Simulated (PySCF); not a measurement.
Consider C4H9OSi (SMILES [H]/[C]=C(\CC)O[SiH3]) (doublet).

The calculation's input:

```
{"job": {"kind": "epr", "basis": "pcH-1"}, "charge": 0, "multiplicity": 2}
C      0.201662     1.407083     1.151134
C      0.063190     0.614948     0.132247
C     -1.248854     0.456433    -0.638764
C     -1.919079    -0.862308    -0.272557
O      1.034164    -0.181793    -0.377963
Si     2.560859    -0.374935     0.158246
H     -0.413590     2.090708     1.684421
H     -0.999112     0.467849    -1.701378
H     -1.908024     1.295714    -0.417654
H     -2.191432    -0.871244     0.780484
H     -2.821037    -1.000189    -0.865799
H     -1.244448    -1.693401    -0.464047
H      3.274180     0.901848     0.170020
H      3.037811    -1.294583    -0.865006
H      2.569295    -0.948141     1.504706
```

Command:

```sh
OMP_NUM_THREADS=1 python probes_run.py task.json out
```

Geometry: GFN2-xTB.

The calculation used PySCF 2.14.0, density-fitted response routines, UKS B3LYP, pcH-1 on C H O Si, non-relativistic, mean-field spin-orbit, GIAO.

What will maps of the electron density, electron localisation function and spin density show?

C–C (1.30 Å): ρ is about 2.4 e/Å³ halfway; the ELF peaks at about 0.90 between the atoms (a short, multiple covalent bond).
C–O (1.36 Å): ρ is about 2.3 e/Å³ halfway, with its minimum of 1.9 e/Å³ about 0.5 Å from C; the ELF peaks at about 0.90 between the atoms; a shared but strongly polarised pair.
Si–O (1.63 Å): ρ at the midpoint is about 1.2 e/Å³; the ELF peaks at about 0.85 between the atoms: a polar covalent bond.
C–H (1.06 Å): ρ at the midpoint is about 2.1 e/Å³; the ELF climbs to about 1 towards the hydrogen, as it does in any bond to H (an ordinary covalent bond to hydrogen).
The unpaired spin (1 electron) lies mostly on C1 (about 0.8), in electrons by Hirshfeld's partition.

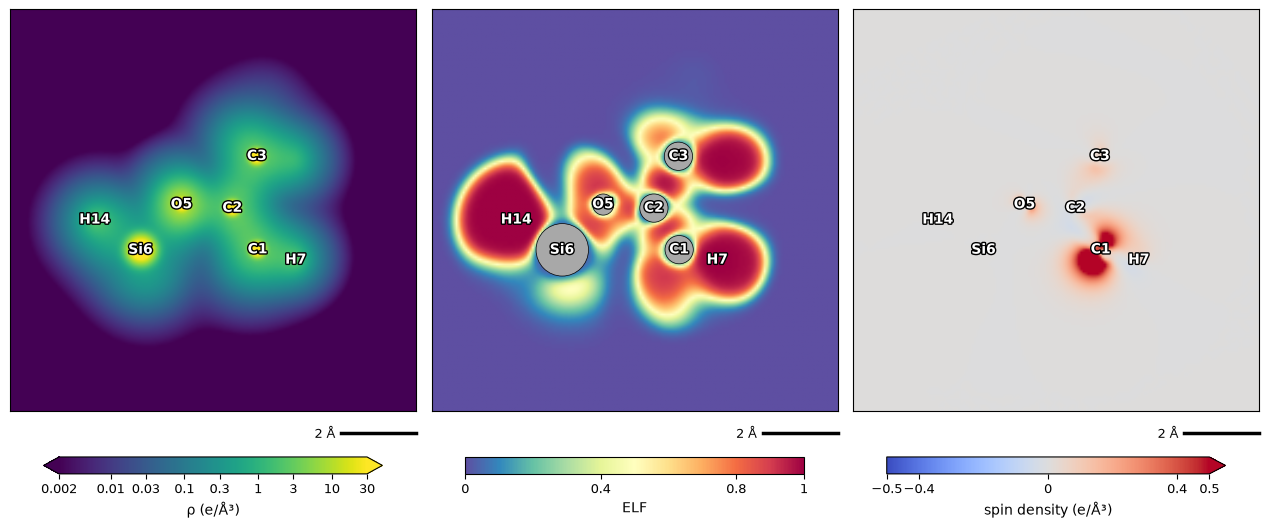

Computed electron density, electron localisation function and spin density on the plane of atoms C3, C2 and O5, in this order. Grey discs cover the atomic cores in the ELF map. 
